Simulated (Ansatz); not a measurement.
Input

```
crystal:
  lattice:
    - [3.2170594574, 0.0, 0.0]
    - [0.0, 3.2170594574, 0.0]
    - [0.0, 0.0, 4.5545266338]
  atoms:
    - { symbol: Ga, position: [0.0, 0.0, 0.0] }
    - { symbol: "N", position: [0.0, 0.0, 0.5] }
    - { symbol: Lu, position: [0.5, 0.5, 0.5] }
    - { symbol: "N", position: [0.5, 0.5, 0.0] }
kpoints:
  mp_grid: { grid: [4, 4, 4] }
hamiltonian:
  xc: hse06
scf:
  occupations: { method: fermi_dirac, width: 0.02 }
  n_extra_bands: 5
output:
  forces: true
  stress: true
  eigenvalues: true
  write_density: true
  write_potential: true
  elf: true
  volumetric_format: npy
```

Command:

```sh
ansatz run input.yaml --threads 4 --pin off --max-ram 3686MiB --backend cpu --events-out ev --progress --plain --runs-dir out
```

Below, planes, directions and counts refer to the conventional cell (a = 3.22 Å, b = 3.22 Å, c = 4.55 Å, α = 90.00°, β = 90.00°, γ = 90.00°).

Space group P4/mmm; started from the ordered alloy on rocksalt lattice prototype, which need not be the ambient phase.

The calculation used DFT, HSE06, plane waves, PAW (Ansatz).

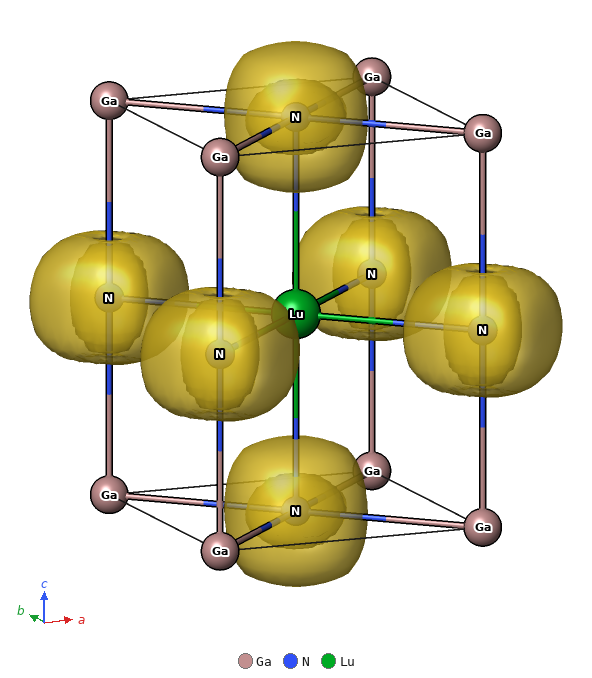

LuGaN₂. Isosurface of the ELF at 0.75 (yellow), seen slightly off an axis. Only the valence region is drawn (cores and ρ < 0.01 e/Å³ removed). Sticks mark near contacts.

In a PAW calculation such maps are meaningful between the atoms, not at the nuclei.

### What do the ELF domains correspond to?

The surface consists of two regions wrapped around N (the valence shell of each), counted in one cell of 4 atoms. Regions shared between cells count once. Along the contacts the grid gives the following. Ga–N (2.27 Å): the ELF peaks at about 0.80 in the valence shell of N, 0.7 Å from its nucleus, and is about 0.35 at the midpoint. Lu–N (2.27 Å): the ELF peaks at about 0.85 in the valence shell of N, 0.7 Å from its nucleus, and drops to about 0.15 between the two atoms; no localised pair shows between them.
